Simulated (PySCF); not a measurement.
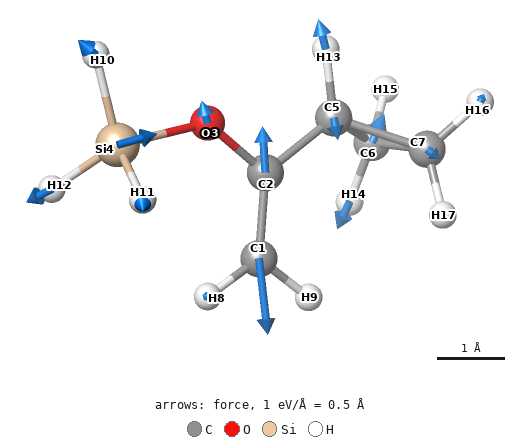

Starting geometry of C5H10OSi with the computed forces as blue arrows. Style: ball-and-stick. Shown at a tilt.

The start comes from GFN2-xTB. Its atoms were then displaced at random by about 0.01 Å.

Theory: PySCF 2.14.0, density-fitted response routines, PBE0-D3(BJ)/def2-SVP geometry optimisation, gas phase. 

> What follows when this structure is relaxed?

It isn't relaxed: the largest force vector, on C1, is 2.34 eV/Å. The final displacements have little in common with the starting forces (cosine between the two patterns 0.23). The energy falls by 19.0 kJ/mol in 5 geometry steps. H10 moves most after the best rigid fit: 0.26 Å. By element the largest moves are H 0.26 Å, O 0.13 Å, C 0.07 Å, Si 0.05 Å. Near-neighbour distances that change, for instance: Si4–H12 1.444 → 1.493 Å, C1–C2 1.308 → 1.342 Å, Si4–H11 1.461 → 1.493 Å, Si4–H10 1.454 → 1.486 Å. Bond angles that change, for instance: C2–O3–Si4 134.3° → 126.8°, O3–Si4–H10 97.9° → 104.9°, H10–Si4–H12 114.8° → 110.6°.
